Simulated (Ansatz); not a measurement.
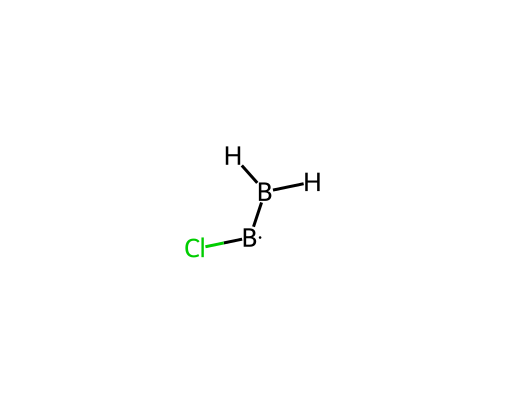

Figure made from data computed with Ansatz.

2D structure. The species is neutral and a spin doublet.

### Transcribe the drawing into SMILES.

B[B]Cl

### What is the molecular formula?

B2ClH2.
